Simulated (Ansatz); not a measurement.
# Ge: which structure wins at one pressure, part 2 of 2

Which of bcc, hcp, diamond, beta tin, simple hexagonal has the lowest enthalpy for Ge at one common pressure? Methods of the runs shown: LAPW. Companion runs by PAW are cited.

Ansatz 0.2.0; DFT LDA; a cell built from a prototype (bcc type), not taken from measurement. Earlier steps stand in the parts before.

## (5) Beta tin relaxed under pressure, LAPW

The input, input.yaml:

```yaml
crystal:
  lattice:
    - [-2.2771181739, 2.2771181739, 1.2342468195]
    - [2.2771181739, -2.2771181739, 1.2342468195]
    - [2.2771181739, 2.2771181739, -1.2342468195]
  atoms:
    - { symbol: Ge, position: [-0.375, -0.125, -0.25] }
    - { symbol: Ge, position: [0.375, 0.125, 0.25] }
kpoints:
  mp_grid: { grid: [17, 17, 17] }
scf:
  occupations: { method: fermi_dirac, width: 0.08 }
hamiltonian:
  xc: lda
  pseudopotentials: { kind: all_electron, lapw: { basis_error: 0.0005 } }
output:
  forces: true
  stress: true
  eigenvalues: true
relax:
  f_tol: 0.005
  max_steps: 12
  cell: { p_target: 61.0, stress_tol: 0.03 }
```

Launch:

```sh
> ansatz run input.yaml --threads 1 --pin off --max-ram 3584MiB --backend cpu --events-out ev --progress --plain --runs-dir out
```

The log of the run:

```text
The last accepted step is kept in <dir> (removed where the run ends without a failure and the disk answers)
LAPW: plane waves up to 10.308 Å⁻¹, error target 5.0e-4 eV per atom; small_component_spin mean_spin; Ge in spheres of 1.144 Å, 22 of its electrons in bands, Dirac shells []
Engine: ansatz 0.2.0
Pseudopotentials: kind: all_electron
Pseudopotential: Ge, LAPW, valence charge 22, Koelling and Harmon's equation, gaussian nucleus
Functional definition: SPW92
  exchange = slater_x
  correlation = pw_c
Crystal: 2 atoms, lattice volume = 25.600 Å³
Basis set: ecut = 404.8451750221567 eV, 477 PW (Γ), FFT grids on a1+a2, a2, a3, exchange–correlation at level 2
Bands: 27, of which v1, the nominal top of the filled ones, is band 22 counted from 1 (21 counted from 0)
Symmetry: 16 space group operations
Space group: I41/amd (ITA 141), of the structure as read, at distance tolerance 2.9e-5 Å
k-points: 405 of 4913
Non-local potential: Ge, projectors of the file, none
Initial density: superposition of atomic densities (chi_scale 0.1, normalization cell)
Initial wavefunctions: plane waves of lowest kinetic energy (no species holds an atomic orbital)
Functional: x = slater, c = lda
iter 1 solved again at ethr=1.93e-4 eV; its pass at ethr=1.00e-1 eV (dr2=8.48e-2 eV) is discarded
SCF iter   1: F=—  HF=-114072.619140 eV  |F-HF|=—  |Δ(HF+E_count)|=         —  Δρ=2.56e-2  dr2=8.52e-2  ethr=1.93e-4  ⟨swp⟩=3.0  Hψ=70479  notcnv=0
preconditioner: auto → Kerker (q_TF=auto, 2.986 Å⁻¹)  [metal: Δε(μ)=0.003 eV  Ē_g=26.478 eV  σ=0.080 eV  W_gap=0.01  n_scr=16 (ndim 8)  ℏωp=38.8 eV  f_vac=0.000  D(μ)=0.53/eV (n_scr^D=0)]
SCF iter   2: F=—  HF=-114072.561559 eV  |F-HF|=—  |Δ(HF+E_count)|=   5.76e-2  Δρ=1.68e-2  dr2=4.41e-2  ethr=1.93e-4  ⟨swp⟩=2.0  Hψ=30706  notcnv=0
SCF iter   3: F=—  HF=-114072.551267 eV  |F-HF|=—  |Δ(HF+E_count)|=   1.03e-2  Δρ=1.07e-2  dr2=1.90e-2  ethr=1.00e-4  ⟨swp⟩=2.0  Hψ=30445  notcnv=0
iter 4 solved again at ethr=3.56e-6 eV; its pass at ethr=4.31e-5 eV (dr2=1.56e-3 eV) is discarded
SCF iter   4: F=—  HF=-114072.548080 eV  |F-HF|=—  |Δ(HF+E_count)|=   3.19e-3  Δρ=2.60e-3  dr2=1.56e-3  ethr=3.56e-6  ⟨swp⟩=2.0  Hψ=52802  notcnv=0
SCF iter   5: F=—  HF=-114072.547518 eV  |F-HF|=—  |Δ(HF+E_count)|=   5.62e-4  Δρ=4.58e-4  dr2=4.87e-5  ethr=3.55e-6  ⟨swp⟩=2.0  Hψ=30445  notcnv=0
SCF iter   6: F=—  HF=-114072.547509 eV  |F-HF|=—  |Δ(HF+E_count)|=   8.35e-6  Δρ=1.30e-4  dr2=3.86e-6  ethr=1.11e-7  ⟨swp⟩=2.0  Hψ=30445  notcnv=0
SCF iter   7: F=-114072.547509 eV  HF=-114072.547509 eV  |F-HF|=5.60e-8  |Δ(HF+E_count)|=   1.78e-7  Δρ=1.63e-5  dr2=4.00e-8  ethr=8.78e-9  ⟨swp⟩=2.0  Hψ=30445  notcnv=0
SCF 1 converged in 7 iterations: F = -114072.547509 eV  dr2 = 4.00e-8
relax step   1: F+E_penalty+E_count = -114072.54750924 eV  Δ(F+E_penalty+E_count) = +0.000e0 eV  max|allowed force component| = 8.674e-19 eV/Å  Δτ_max = 0.0000 Å  P = +61.099 GPa  Ω = 25.600 Å³  (7 SCF iters, accepted)
Crystal: 2 atoms, lattice volume = 25.609 Å³
Basis set: ecut = 404.74082776182803 eV, 477 PW (Γ), FFT grids on a1+a2, a2, a3, exchange–correlation at level 2
Initial density: handed on by an earlier stage of this run
Initial wavefunctions: those handed on with the density
iter 1 solved again at ethr=1.06e-10 eV; its pass at ethr=1.00e-1 eV (dr2=4.68e-8 eV) is discarded
SCF iter   1: F=—  HF=-114072.551281 eV  |F-HF|=—  |Δ(HF+E_count)|=         —  Δρ=1.15e-5  dr2=9.98e-9  ethr=1.06e-10  ⟨swp⟩=4.8  Hψ=60107  notcnv=0
preconditioner: auto → Kerker (q_TF=auto, 2.986 Å⁻¹)  [metal: Δε(μ)=0.003 eV  Ē_g=26.890 eV  σ=0.080 eV  W_gap=0.01  n_scr=16 (ndim 8)  ℏωp=38.8 eV  f_vac=0.000  D(μ)=0.54/eV (n_scr^D=0)]
SCF iter   2: F=-114072.551281 eV  HF=-114072.551281 eV  |F-HF|=7.92e-9  |Δ(HF+E_count)|=   4.34e-8  Δρ=6.68e-6  dr2=3.71e-9  ethr=2.27e-11  ⟨swp⟩=2.5  Hψ=30872  notcnv=0
SCF 2 converged in 2 iterations: F = -114072.551281 eV  dr2 = 3.71e-9
relax step   2: F+E_penalty+E_count = -114072.55128089 eV  Δ(F+E_penalty+E_count) = -3.772e-3 eV  max|allowed force component| = 0.000e0 eV/Å  Δτ_max = 0.0000 Å  P = +60.972 GPa  Ω = 25.609 Å³  (2 SCF iters, accepted)
Crystal: 2 atoms, lattice volume = 25.607 Å³
Basis set: ecut = 404.7636163068081 eV, 477 PW (Γ), FFT grids on a1+a2, a2, a3, exchange–correlation at level 2
iter 1 solved again at ethr=9.60e-12 eV; its pass at ethr=1.00e-1 eV (dr2=4.22e-9 eV) is discarded
SCF iter   1: F=—  HF=-114072.550458 eV  |F-HF|=—  |Δ(HF+E_count)|=         —  Δρ=6.22e-6  dr2=3.34e-9  ethr=9.60e-12  ⟨swp⟩=4.7  Hψ=59738  notcnv=0
SCF iter   2: F=-114072.550458 eV  HF=-114072.550458 eV  |F-HF|=3.49e-10  |Δ(HF+E_count)|=   1.82e-9  Δρ=3.94e-6  dr2=1.38e-9  ethr=7.60e-12  ⟨swp⟩=2.0  Hψ=30445  notcnv=0
SCF 3 converged in 2 iterations: F = -114072.550458 eV  dr2 = 1.38e-9
relax step   3: F+E_penalty+E_count = -114072.55045767 eV  Δ(F+E_penalty+E_count) = +8.232e-4 eV  max|allowed force component| = 8.674e-19 eV/Å  Δτ_max = 0.0000 Å  P = +61.000 GPa  Ω = 25.607 Å³  (2 SCF iters, accepted)
iter 1 solved again at ethr=3.09e-12 eV; its pass at ethr=1.00e-1 eV (dr2=1.36e-9 eV) is discarded
SCF iter   1: F=—  HF=-114072.550458 eV  |F-HF|=—  |Δ(HF+E_count)|=         —  Δρ=3.93e-6  dr2=1.36e-9  ethr=3.09e-12  ⟨swp⟩=2.1  Hψ=48831  notcnv=0  reapply=3
SCF iter   2: F=-114072.550458 eV  HF=-114072.550458 eV  |F-HF|=2.33e-10  |Δ(HF+E_count)|=  5.82e-11  Δρ=2.45e-6  dr2=5.83e-10  ethr=3.09e-12  ⟨swp⟩=2.0  Hψ=30445  notcnv=0
SCF 4 converged in 2 iterations: F = -114072.550458 eV  dr2 = 5.83e-10
relax step   4: F+E_penalty+E_count = -114072.55045762 eV  Δ(F+E_penalty+E_count) = +4.302e-8 eV  max|allowed force component| = 8.674e-19 eV/Å  Δτ_max = 0.0000 Å  P = +61.000 GPa  Ω = 25.607 Å³  stress off target by 1.85e-3 GPa  SCF on the basis re-selected at this cell (its energy is not comparable with the rows above)  (2 SCF iters)
basis re-selected at this cell: Δ(F+E_penalty+E_count) = +4.302e-8 eV, ΔP = -0.000 GPa vs the last step (what re-selecting the basis moved, after the strain that the cell walked since its last selection, with what the two solves' SCF thresholds leave and, on support functions, any second-order correction that the steps lacked; it is no measure of the basis error at this ecutwfc). This SCF's stress stands 1.85e-3 GPa from its target on what of the cell is left free (relax.cell.stress_tol is 3.00e-2 GPa) and its largest allowed force component is 8.67e-19 eV/Å (relax.f_tol is 5.00e-3 eV/Å): within both
SCF converged after 2 iterations
Free energy (F): -114072.550458 eV
Harris-Foulkes:  -114072.550458 eV  (|F-HF|=2.33e-10)
Internal energy: -114072.539338 eV  (E = F + TS)
E sigma→0 (E₀):  -114072.544898 eV
Entropy (-TS):   -0.011120 eV (-5.560 meV/atom)
Fermi energy:    20.210118 eV
--- Per-component energies (eV) ---
  E_band       = -1653.972269
  E_kinetic    = 116449.879240
  E_xc         = -4187.286300
  E_electrostatic = -226335.132278  (all electrons and nuclei)
  E_smearing   = -0.011120  (= −TS)
  E_closure    = 0.000000  (closes the sum)
  E_atoms      = -114063.943511  (free atoms, spherical and without spin; not in F)
  Σ components = -114072.550458   (vs F -114072.550458, Δ=0.00e0)
  Basis errors (estimates in eV, not in F): energy 1.7e-4 per atom: plane waves 1.6e-4 (8.7e-5 summed), levels above the bands 3.4e-51, relativity 6.8e-9, radial functions 1.3e-5, core shells 3.0e-11; eigenvalues (radial functions only) 1.8e-7; not estimated: angular momenta, meshes, grids; target (lapw.basis_error) 5.0e-4; muffin-tin radii Ge 1.144 Å
--- Forces (eV/Å), atoms counted from 1 ---
  atom   1  Ge     0.00000000     0.00000000     0.00000000
  atom   2  Ge    -0.00000000     0.00000000     0.00000000
  max |Σ_I F_I| component: 1.73e-18 eV/Å
--- Stress (GPa, compression-positive) ---
       61.000862       0.000000      -0.000000
        0.000000      61.000862      -0.000000
       -0.000000      -0.000000      60.998152
  P = ⅓ Tr σ = 61.0000 GPa (610.000 kbar)
--- Band table (eV; the first three rows and the last of 405) ---
  k-point 0: bands = ["-143.0207", "-143.0160", "-90.6813", "-90.6806", "-90.6758", "-90.6758", "-90.6528", "-90.6528", "-5.4262", "-5.2831", "-5.2785", "-5.2296", "-4.9111", "-4.9111", "-4.8965", "-4.8965", "-4.7451", "-4.5884", "3.0351", "16.5544", "16.5544", "17.3480", "22.5600", "30.4098", "30.4098", "31.5586", "32.0158"]
  k-point 1: bands = ["-143.0206", "-143.0160", "-90.6813", "-90.6807", "-90.6756", "-90.6755", "-90.6530", "-90.6529", "-5.4214", "-5.2843", "-5.2733", "-5.2321", "-4.9133", "-4.9088", "-4.8951", "-4.8948", "-4.7482", "-4.5940", "3.0859", "15.5688", "16.6133", "18.1690", "22.8580", "29.5879", "30.0758", "31.8718", "31.9080"]
  k-point 2: bands = ["-143.0205", "-143.0161", "-90.6813", "-90.6811", "-90.6751", "-90.6746", "-90.6536", "-90.6534", "-5.4072", "-5.2878", "-5.2578", "-5.2393", "-4.9201", "-4.9021", "-4.8913", "-4.8897", "-4.7576", "-4.6100", "3.2385", "14.2252", "16.7892", "19.0299", "23.7411", "28.2767", "29.2623", "31.6324", "31.8252"]
  k-point 404: bands = ["-143.0183", "-143.0183", "-90.6811", "-90.6810", "-90.6780", "-90.6777", "-90.6510", "-90.6508", "-5.3017", "-5.3014", "-5.0524", "-5.0431", "-4.9486", "-4.9439", "-4.9016", "-4.8974", "-4.8849", "-4.8831", "9.4588", "9.8583", "11.4305", "11.8303", "28.0795", "28.0840", "35.6520", "35.9278", "39.1498"]
--- Relaxed structure (3 steps of the walk, 3 accepted, 1 SCFs on fresh bases) ---
  F+E_penalty+E_count = -114072.55045762 eV   max|allowed force component| = 8.674e-19 eV/Å   (the final SCF, on the basis selected at the relaxed cell)
  cell:  # Å, volume = 25.6073 Å³
    - [-2.277354878067547, 2.277354878067547, 1.2343632491172494]
    - [2.277354878067547, -2.277354878067547, 1.2343632491172494]
    - [2.277354878067547, 2.277354878067547, -1.2343632491172494]
  atoms:
    - { symbol: Ge, position: [-0.375, -0.125, -0.25] }
    - { symbol: Ge, position: [0.375, 0.125, 0.25] }
```

Wall time 2.1 min (1 thread of Intel Xeon 6975P-C (Granite Rapids), shared host); peak memory 1.2 GiB.

Step by step:

```csv
step,energy from step 1 (eV/cell),largest force component (eV/Å),pressure (GPa),volume (Å³)
1,0.0000,0.0000,61.10,25.60
2,-0.0038,0.0000,60.97,25.61
3,-0.0029,0.0000,61.00,25.61
4,-0.0029,0.0000,61.00,25.61
```

Step 1 is the start. Step 4 repeats the geometry before on a plane-wave basis chosen anew for that cell, so the energy can jump there without any move; the table keeps such jumps.

| input's cell | before | after | change |
| --- | --- | --- | --- |
| a (Å) | 3.449 | 3.449 | +0.0 % |
| b (Å) | 3.449 | 3.449 | +0.0 % |
| c (Å) | 3.449 | 3.449 | +0.0 % |
| volume (Å³/atom) | 12.80 | 12.80 | +0.0 % |

In short: pressure 61.00 GPa; no gap.

## (6) Simple hexagonal relaxed under pressure, LAPW

The input, input.yaml:

```yaml
crystal:
  lattice:
    - [2.5092561066, 0.0, 0.0]
    - [-1.2546280533, 2.1730795329, 0.0]
    - [0.0, 0.0, 2.3391206445]
  atoms:
    - { symbol: Ge, position: [0.0, 0.0, 0.0] }
kpoints:
  mp_grid: { grid: [17, 17, 16] }
scf:
  occupations: { method: fermi_dirac, width: 0.08 }
hamiltonian:
  xc: lda
  pseudopotentials: { kind: all_electron, lapw: { basis_error: 0.0005 } }
output:
  forces: true
  stress: true
  eigenvalues: true
relax:
  f_tol: 0.005
  max_steps: 12
  cell: { p_target: 61.0, stress_tol: 0.03 }
```

Launch:

```sh
> ansatz run input.yaml --threads 1 --pin off --max-ram 3584MiB --backend cpu --events-out ev --progress --plain --runs-dir out
```

The log of the run, shortened:

```text
[...]
LAPW: plane waves up to 10.416 Å⁻¹, error target 5.0e-4 eV per atom; small_component_spin mean_spin; Ge in spheres of 1.134 Å, 22 of its electrons in bands, Dirac shells []
[...]
[... 3 set-up lines as earlier in the session ...]
[...]
Crystal: 1 atoms, lattice volume = 12.755 Å³
Basis set: ecut = 413.33383263886975 eV, 241 PW (Γ), exchange–correlation at level 2
Bands: 15, of which v1, the nominal top of the filled ones, is band 11 counted from 1 (10 counted from 0)
[... 1 set-up line as earlier in the session ...]
Space group: P6/mmm (ITA 191), of the structure as read, at distance tolerance 2.3e-5 Å
k-points: 297 of 4624
[...]
SCF iter   1: F=—  HF=-57036.281370 eV  |F-HF|=—  |Δ(HF+E_count)|=         —  Δρ=2.37e-2  dr2=3.45e-2  ethr=1.57e-4  ⟨swp⟩=3.0  Hψ=29932  notcnv=0
[...]
Fermi energy:    20.396052 eV
[...]
--- Forces (eV/Å), atoms counted from 1 ---
  atom   1  Ge     0.00000000     0.00000000     0.00000000
[...]
--- Stress (GPa, compression-positive) ---
       60.970606       0.000000       0.000000
       -0.000000      60.970606       0.000000
        0.000000       0.000000      60.990437
  P = ⅓ Tr σ = 60.9772 GPa (609.772 kbar)
--- Band table (eV; the first three rows and the last of 297) ---
  k-point 0: bands = ["-142.9365", "-90.5987", "-90.5987", "-90.5398", "-5.3999", "-5.0567", "-5.0567", "-4.6660", "-4.6660", "3.0763", "29.3761", "32.1436", "32.1436", "32.5445", "37.0697"]
[...]
--- Relaxed structure (2 steps of the walk, 2 accepted, 1 SCFs on fresh bases) ---
  F+E_penalty+E_count = -57036.24880360 eV   max|allowed force component| = 0.000e0 eV/Å   (the final SCF, on the basis selected at the relaxed cell)
  cell:  # Å, volume = 12.7597 Å³
    - [2.509560845343535, 0.0, 0.0]
    - [-1.2547804226717676, 2.1733434444102526, 0.0]
    - [0.0, 0.0, 2.339455133598704]
  atoms:
    - { symbol: Ge, position: [0.0, 0.0, 0.0] }
```

Run time: 25 s. Hardware: 1 thread of Intel Xeon 6975P-C (Granite Rapids), shared host; peak memory 0.54 GiB.

The steps of the relaxation:

```csv
step,energy from step 1 (eV/cell),largest force component (eV/Å),pressure (GPa),volume (Å³)
1,0.0000,0.0000,61.10,12.75
2,-0.0019,0.0000,60.98,12.76
3,-0.0019,0.0000,60.98,12.76
```

Step 1 is the start. Step 3 repeats the geometry before on a plane-wave basis chosen anew for that cell, so the energy can jump there without any move; the table keeps such jumps.

| input's cell | before | after | change |
| --- | --- | --- | --- |
| a (Å) | 2.509 | 2.510 | +0.0 % |
| b (Å) | 2.509 | 2.510 | +0.0 % |
| c (Å) | 2.339 | 2.339 | +0.0 % |
| volume (Å³/atom) | 12.75 | 12.76 | +0.0 % |

In short: pressure 60.98 GPa; no gap.

## (7) All runs together

Rows by PAW come from runs of the same series that aren't printed here.

Enthalpy per atom, H = F + pV at p = 61 GPa, from each method's lowest phase:

| method | start | space group, start → end | volume (Å³/atom) | pressure (GPa) | enthalpy (meV/atom) |
| --- | --- | --- | --- | --- | --- |
| LAPW | bcc | Im-3m → Im-3m | 12.567 | 61.0 | 59.0 |
| LAPW | hcp | P6_3/mmc → P6_3/mmc | 12.580 | 61.0 | 68.6 |
| LAPW | diamond | Fd-3m → Fd-3m | 15.417 | 61.0 | 1035.7 |
| LAPW | beta tin | I4_1/amd → I4_1/amd | 12.804 | 61.0 | 0.0 |
| LAPW | simple hexagonal | P6/mmm → P6/mmm | 12.760 | 61.0 | 9.7 |
| PAW | bcc | Im-3m → Im-3m | 12.562 | 61.0 | 58.8 |
| PAW | hcp | P6_3/mmc → P6_3/mmc | 12.576 | 61.0 | 68.2 |
| PAW | diamond | Fd-3m → Fd-3m | 15.419 | 61.0 | 1036.8 |
| PAW | beta tin | I4_1/amd → I4_1/amd | 12.800 | 61.0 | 0.0 |
| PAW | simple hexagonal | P6/mmm → P6/mmm | 12.755 | 61.0 | 9.6 |

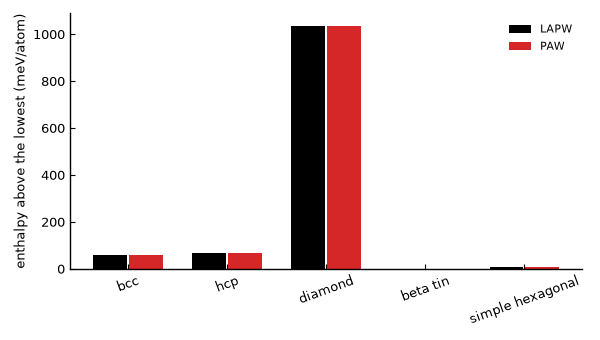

Enthalpy of each start above the lowest.

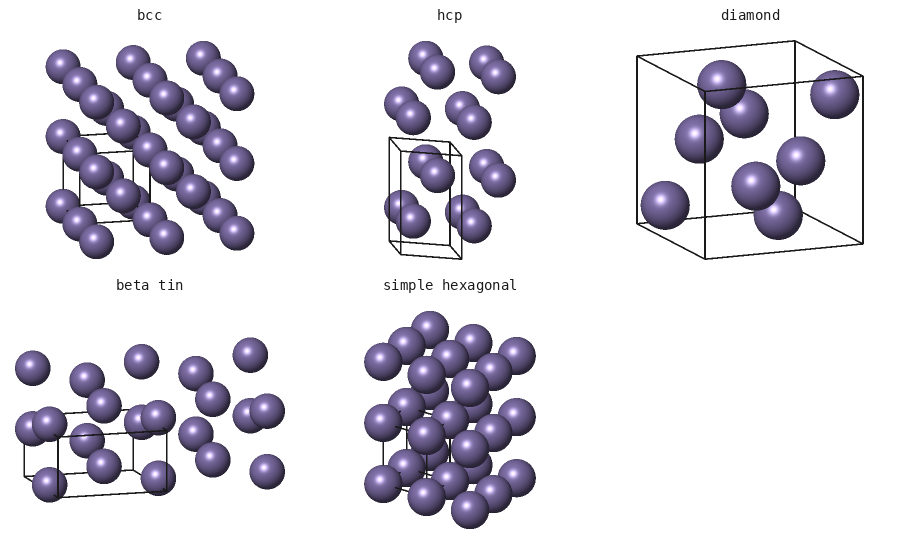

The relaxed phases, each at its own scale.

## (8) What came out

What follows sums up all 2 parts.

```
     quantity                                          value
     pressure                                         61 GPa
lowest (LAPW)  beta tin, 9.7 meV/atom under simple hexagonal
 lowest (PAW)  beta tin, 9.6 meV/atom under simple hexagonal
```

What this shows: By LAPW the order is beta tin < simple hexagonal < bcc < hcp < diamond. By PAW the order is beta tin < simple hexagonal < bcc < hcp < diamond. The methods agree on the lowest phase. Only these structures were tried, with electrons smeared by 0.08 eV and without vibrations, so the true ground state may be another. The k meshes differ between phases and weren't tested, which can move differences by some meV.
